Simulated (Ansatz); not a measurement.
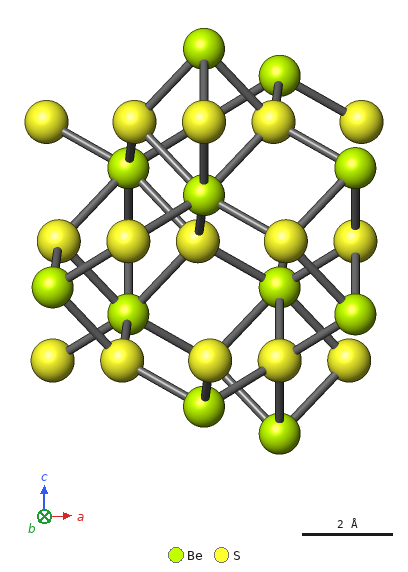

This is the input geometry for a relaxation of a crystal of Be2S3 (built on the corundum_167 type) (coarse preliminary run). Style: ball-and-stick. Shown: the atoms within 5.0 Å of the atom that moves most (axes of the conventional cell (3 times the calculation's cell)), along the b axis. Lengths and directions refer to the drawn axes.

Case: corundum type (R-3c, No. 167).

All numbers below come from DFT PBE, scalar-relativistic, plane waves, PAW (Ansatz).

Input file:
```yaml
crystal:
  lattice:
    - [2.9350929191, 1.6945766869, 5.3423098775]
    - [-2.9350929191, 1.6945766869, 5.3423098775]
    - [0.0, -3.389153374, 5.3423098775]
  atoms:
    - { symbol: Be, position: [0.85218, 0.85218, 0.85218] }
    - { symbol: Be, position: [0.64782, 0.64782, 0.64782] }
    - { symbol: Be, position: [0.14782, 0.14782, 0.14782] }
    - { symbol: Be, position: [0.35218, 0.35218, 0.35218] }
    - { symbol: S, position: [0.05625, 0.44375, 0.75] }
    - { symbol: S, position: [0.75, 0.05625, 0.44375] }
    - { symbol: S, position: [0.44375, 0.75, 0.05625] }
    - { symbol: S, position: [0.94375, 0.55625, 0.25] }
    - { symbol: S, position: [0.25, 0.94375, 0.55625] }
    - { symbol: S, position: [0.55625, 0.25, 0.94375] }
basis:
  ecutwfc: 420
kpoints:
  mp_grid: { grid: [6, 6, 6] }
hamiltonian:
  xc: pbe
scf:
  occupations: { method: gaussian, width: 0.1 }
  lower_state_search: "off"
output:
  forces: true
  stress: true
  eigenvalues: true
relax:
  adjacent_minimum: "off"
  f_tol: 0.04
  max_steps: 70
  cell: { stress_tol: 0.4 }
```

Launched with:
```bash
ansatz run input.yaml --threads 1 --pin off --max-ram 2560MiB --backend cpu --events-out ev --progress --plain --runs-dir out
```

### Where does the relaxation end?

After 6 accepted moves (7 points after the start) the energy has fallen by 0.870 eV per cell of the calculation. The largest force component goes from 0.38 to 0.032 eV/Å. The pressure goes from −8.34 to 0.03 GPa. At 1 point the geometry stayed and the basis and grid were re-selected for the new cell (energy shift of 0.8 meV per cell of the calculation at most each time). The largest moves relative to the cell, 0.14 Å, are those of S5, S6, S7, S8, S9 and S10. S5 goes along +a. Largest moves by element: S 0.14 Å, Be 0.05 Å. Cell: a = b 5.870 → 5.881 Å (+0.2 %), c 16.027 → 14.072 Å (−12.2 %). Volume −11.9 %. Near-neighbour distances that change, for instance: Be1–S10 2.288 → 2.146 Å, Be1–S5 2.432 → 2.451 Å. Among the angles between lasting bonds that change: Be3–S8–Be4 84.7° → 74.9°, S5–Be3–S10 90.8° → 83.3°, S8–Be3–S9 79.6° → 86.9°. The space group stays R-3c (No. 167). Cost: 2.1 min on 1 thread of Intel(R) Xeon(R) Platinum 8259CL CPU @ 2.50GHz (Skylake/Cascade Lake), with other jobs on the host, peak memory 0.53 GiB.

The structure at the end:

```xyz
10
Lattice="2.9407 1.6978 4.6908 -2.9407 1.6978 4.6908 0.0000 -3.3957 4.6908" Properties=species:S:1:pos:R:3 pbc="T T T"
Be    0.0000    0.0000   12.0445
Be    0.0000    0.0000    9.0641
Be    0.0000    0.0000    2.0279
Be    0.0000    0.0000    5.0083
S    -0.9953   -1.6978    5.8635
S     1.9680   -0.0131    5.8635
S    -0.9727    1.7109    5.8635
S     0.9953    1.6978    8.2089
S    -1.9680    0.0131    8.2089
S     0.9727   -1.7109    8.2089
```

After the run, drawn alike:

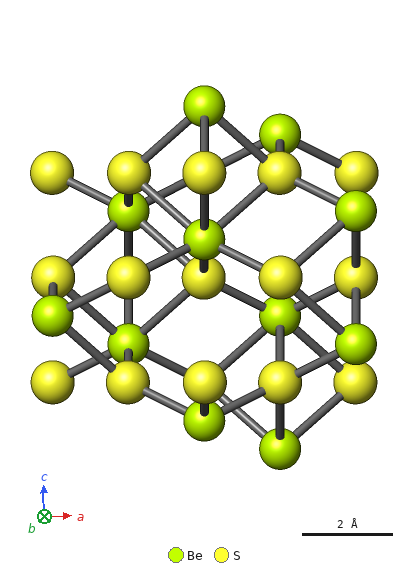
